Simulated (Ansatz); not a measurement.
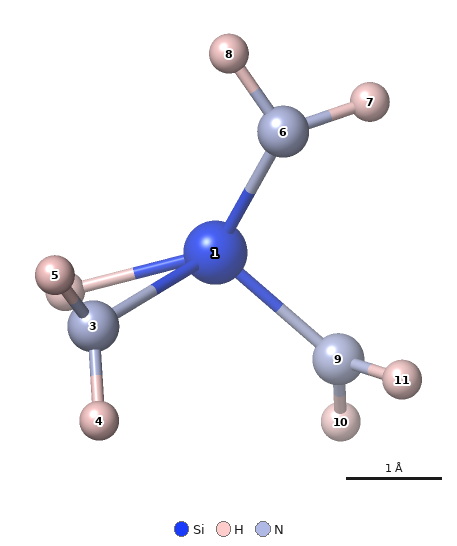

The structure as given in the input (ball-and-stick view, seen at a tilt; atoms are numbered from 1 in the order of the input). Bond lengths as drawn: H–N 1.01 to 1.02 Å, H–Si 1.64 Å and N–Si 1.73 to 1.93 Å.

## Run report: SiN₃H₇, frequency calculation

SiN₃H₇, computed with RKS PBE0/def2-SVP (Ansatz 0.2.0).

It belongs to a series of runs on one base structure; here: vibrations at the highest image of the band. Figures and captions count atoms from 1; the log counts them from 0 in places.

## Log
```
Engine: ansatz 0.2.0, aarch64-unknown-linux-gnu
Functional definition: PBE0
  parameter a = 0.25
  parameter kappa = 0.804
  parameter beta = 0.06672455060314922
  exchange = (1 - a)*pbe_x(kappa = kappa, mu = beta*pi^2/3) + a*exact_x
  correlation = pbe_c(beta = beta)
1036 factors; integrals over basis functions are off by at most 4.7e-4 eV
mean field evaluation 1: about -12433.7584 eV, gradient 8.0e1 eV
mean field evaluation 2: about -12420.3738 eV, gradient 1.1e2 eV
mean field evaluation 4: about -12446.2538 eV, gradient 7.2e0 eV
mean field evaluation 8: about -12446.3864 eV, gradient 8.4e-2 eV
mean field evaluation 16: about -12446.3864 eV, gradient 7.3e-6 eV
mean field -12446.38640475 eV, -457.3962639110 hartree, gradient 7.3e-6 eV, S^2 0.000000; 0 other end points of the search recorded, 0 dependent functions left out
the calculation of the forces begins
reference -12446.38643321 eV, -457.3962649567 hartree; 21, 21 occupied and 74, 74 virtual orbitals, 1036 factors
these checks for a lower state are left out or cut short: stability, starts, cluster_reference, orbital_swaps, neighbouring_geometries, increment
1036 factors; integrals over basis functions are off by at most 4.7e-4 eV
mean field -12446.38637901 eV, -457.3962629650 hartree, gradient 1.5e-6 eV, S^2 0.000000; 0 other end points of the search recorded, 0 dependent functions left out
[... from here on the field's lines of each further geometry are left out, up to the last ...]
the calculation of the forces begins
reference -12446.38629496 eV, -457.3962598760 hartree; 21, 21 occupied and 74, 74 virtual orbitals, 1036 factors
these checks for a lower state are left out or cut short: stability, starts, cluster_reference, orbital_swaps, neighbouring_geometries, increment
1036 factors; integrals over basis functions are off by at most 4.8e-4 eV
mean field -12446.38626433 eV, -457.3962587505 hartree, gradient 1.5e-6 eV, S^2 0.000000; 0 other end points of the search recorded, 0 dependent functions left out
the calculation of the forces begins
reference -12446.38629278 eV, -457.3962597960 hartree; 21, 21 occupied and 74, 74 virtual orbitals, 1036 factors
WARN: phonons: modes at or below zero, which the zero-point energy, F, S and C_V leave out: 3, the lowest at -1505.11 cm⁻¹. A minimum has none, and a first-order saddle one
Total energy: -12446.38643321 eV, -457.3962649567 hartree
Atom 0 at    -0.262247     0.039661     0.363062 Å, force     0.008099     0.009498     0.014087 eV/Å
Atom 1 at     0.873611    -0.008887     1.538312 Å, force    -0.013355    -0.005637    -0.016947 eV/Å
Atom 2 at     1.669414     0.002157     0.394139 Å, force    -0.014441    -0.000233     0.008873 eV/Å
Atom 3 at     2.162370    -0.851226     0.123862 Å, force     0.007893     0.001431    -0.005937 eV/Å
Atom 4 at     2.225668     0.834614     0.187354 Å, force     0.007958    -0.001675     0.000182 eV/Å
Atom 5 at    -0.591792     1.362762    -0.742525 Å, force    -0.006477     0.012130    -0.011821 eV/Å
Atom 6 at    -1.523069     1.341505    -1.151687 Å, force    -0.000744    -0.008684     0.003023 eV/Å
Atom 7 at    -0.417348     2.303863    -0.401244 Å, force     0.006265    -0.003696     0.003561 eV/Å
Atom 8 at    -0.818665    -1.351297    -0.493485 Å, force     0.011711    -0.002951     0.007522 eV/Å
Atom 9 at    -1.079224    -2.206350    -0.021660 Å, force    -0.003549    -0.000466    -0.003269 eV/Å
Atom 10 at    -0.704018    -1.466804    -1.495827 Å, force    -0.003358     0.000282     0.000725 eV/Å
Dipole moment:     0.187454    -0.044052    -0.243972 e Å
Vibrations: -1505.11 -168.53 -36.44 186.64 235.48 247.66 315.40 385.06 490.61 555.00 598.10 634.33 754.63 780.55 848.83 885.35 1097.88 1448.75 1515.03 1554.00 1840.89 3471.20 3575.83 3596.07 3621.39 3668.73 3732.44 cm⁻¹, zero-point energy 2.234185 eV
```

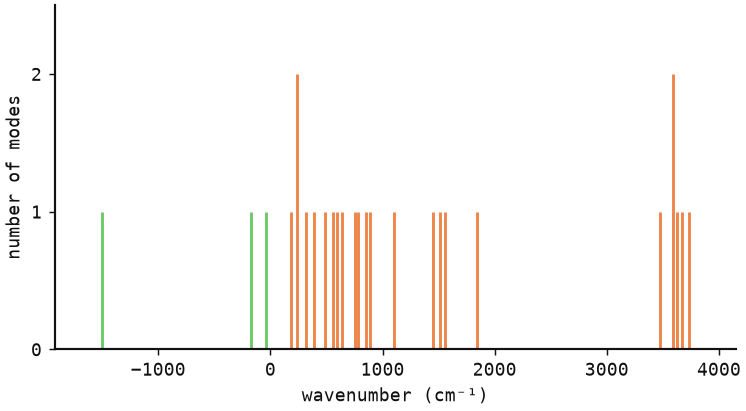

Harmonic vibrational wavenumbers from the force constants; neighbouring modes closer than 24 cm⁻¹ are counted in one stick, and imaginary ones are drawn at negative wavenumbers. 27 modes from 1505i to 3732 cm⁻¹, 3 imaginary beyond 8i (1505i, 169i, 36i cm⁻¹): not a minimum.

This output came from the following input.

## Input file
```yaml
crystal:
  periodic: [false, false, false]
  atoms:
    - { symbol: Si, position_ang: [-0.262247, 0.039661, 0.363062] }
    - { symbol: H, position_ang: [0.873611, -0.008887, 1.538312] }
    - { symbol: "N", position_ang: [1.669414, 0.002157, 0.394139] }
    - { symbol: H, position_ang: [2.16237, -0.851226, 0.123862] }
    - { symbol: H, position_ang: [2.225668, 0.834614, 0.187354] }
    - { symbol: "N", position_ang: [-0.591792, 1.362762, -0.742525] }
    - { symbol: H, position_ang: [-1.523069, 1.341505, -1.151687] }
    - { symbol: H, position_ang: [-0.417348, 2.303863, -0.401244] }
    - { symbol: "N", position_ang: [-0.818665, -1.351297, -0.493485] }
    - { symbol: H, position_ang: [-1.079224, -2.20635, -0.02166] }
    - { symbol: H, position_ang: [-0.704018, -1.466804, -1.495827] }
basis:
  gaussian: { orbitals: def2-SVP }
hamiltonian:
  xc: pbe0
phonons: {}
```

Command:
```bash
ansatz run input.yaml --threads 2 --pin off --max-ram 3072MiB --backend cpu --events-out ev --progress --plain --runs-dir out
```

## Summary

| quantity | value |
| --- | --- |
| outcome | converged |
| total energy | −12446.3864 eV |
| mean-field energy | −12446.3864 eV |
| largest force (length of the vector) | 0.022 eV/Å |
| hardware | 2 threads of Arm Neoverse V2, 24 GiB of memory available, shared host |
| wall time | 92 s (CPU time 3 min) |
| peak memory | 0.19 GiB |
